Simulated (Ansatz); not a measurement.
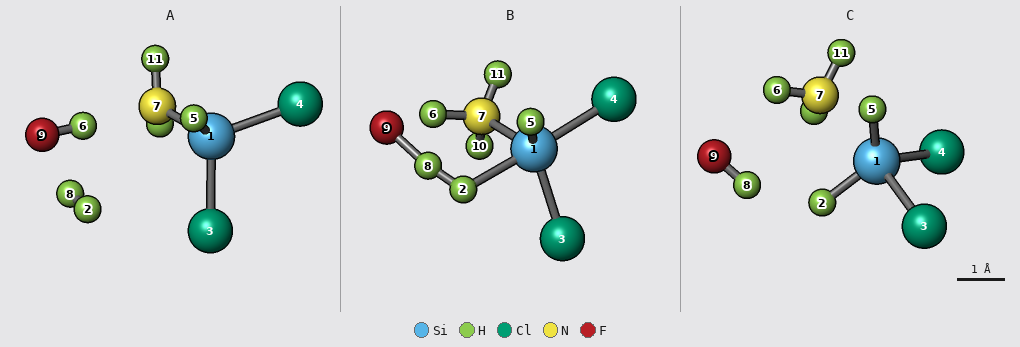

Three geometries of SiNH$_{6}$Cl$_{2}$F: a saddle point and the two minima that it joins, in shuffled order. The picture is a ball-and-stick view, seen from a free direction. Sticks join atoms that are closer than about 1.2 times the sum of their covalent radii (a little more with hydrogen).

Stationary points at PBE0-D4/def2-TZVP, single-point energies with CCSD(T)/CBS, SPW92 (LDA), RPA@PBE (def2-TZVPP where no basis is named; Ansatz 0.2.0). The energies are electronic, without zero-point or thermal terms, and both ends are the minima reached downhill from the saddle, with any fragments still in contact. CCSD(T)/CBS stands for a frozen-core estimate: MP2 correlation extrapolated from def2-TZVPP and def2-QZVPP, CCSD(T) minus MP2 from the smaller set.

Q: Identify the saddle point and describe the reaction.

A: Frame B is the saddle point. Counted by bonded pieces, C holds HF + NH₃ + SiH₂Cl₂ and A holds HF + H₂ + SiH₃NCl₂. From C over the saddle to A, bonds form: Si1–N7 (2.20 → 1.84 → 1.73 Å), H2–H8 (1.73 → 0.92 → 0.75 Å), H6–F9 (2.18 → 1.32 → 0.95 Å). Bonds break: Si1–H2 (1.49 → 1.83 → 3.92 Å), H6–N7 (1.02 → 1.13 → 1.73 Å), H8–F9 (0.93 → 1.27 → 2.52 Å). The saddle has one imaginary mode, 955i cm⁻¹. With CCSD(T)/CBS the barrier is 26.2 kcal/mol from C and 37.4 kcal/mol from A, and A lies 11.1 kcal/mol below C.

```
      level  barrier from C (kcal/mol)  barrier from A (kcal/mol)  A less C (kcal/mol)
CCSD(T)/CBS                       26.2                       37.4                −11.1
SPW92 (LDA)                        7.9                       13.8                 −6.0
    RPA@PBE                       27.0                       37.6                −10.5
```

Against CCSD(T)/CBS, RPA@PBE comes closest on the barrier from C (+0.8 kcal/mol) and SPW92 (LDA) misses most (−18.4 kcal/mol).
